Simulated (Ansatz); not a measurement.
Crystal: Be2Sn, the input geometry of an electronic-structure calculation (not necessarily at equilibrium); the starting structure was generated, so it need not be a known form of this composition.

```yaml
crystal:
  lattice:
    - [5.80313, 0.00000, 0.00000]
    - [0.00000, 5.80313, 0.00000]
    - [0.00000, 0.00000, 5.80313]
  atoms:
    - { symbol: Sn, position: [0.00000, 0.00000, 0.00000] }
    - { symbol: Be, position: [0.25000, 0.75000, 0.75000] }
    - { symbol: Be, position: [0.25000, 0.25000, 0.75000] }
    - { symbol: Sn, position: [0.00000, 0.50000, 0.50000] }
    - { symbol: Be, position: [0.25000, 0.25000, 0.25000] }
    - { symbol: Be, position: [0.25000, 0.75000, 0.25000] }
    - { symbol: Sn, position: [0.50000, 0.00000, 0.50000] }
    - { symbol: Be, position: [0.75000, 0.75000, 0.25000] }
    - { symbol: Be, position: [0.75000, 0.25000, 0.25000] }
    - { symbol: Sn, position: [0.50000, 0.50000, 0.00000] }
    - { symbol: Be, position: [0.75000, 0.25000, 0.75000] }
    - { symbol: Be, position: [0.75000, 0.75000, 0.75000] }
```

**What does its first Brillouin zone look like, and which path through it is standard?**

It has a face-centred cubic lattice (cF; extended symbol cF2). The zone is a truncated octahedron in its combinatorial type: 14 faces (6 with 4 edges, 8 with 6 edges), 36 edges, 24 vertices. Path: Γ–X–U | K–Γ–L–W–X.

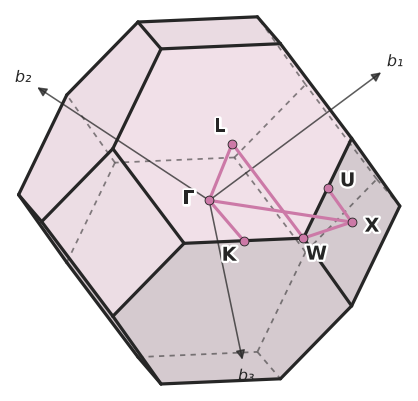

Labels and path follow the convention of Hinuma et al. (2017), as computed by seekpath; the arrows show the directions of the reciprocal primitive vectors b₁, b₂, b₃, in which coordinates are given; lengths include the factor 2π.

| point | k₁ | k₂ | k₃ | length of k (1/Å) |
| --- | --- | --- | --- | --- |
| Γ | 0 | 0 | 0 | 0.000 |
| X | 1/2 | 0 | 1/2 | 1.083 |
| L | 1/2 | 1/2 | 1/2 | 0.938 |
| W | 1/2 | 1/4 | 3/4 | 1.211 |
| K | 3/8 | 3/8 | 3/4 | 1.148 |
| U | 5/8 | 1/4 | 5/8 | 1.148 |
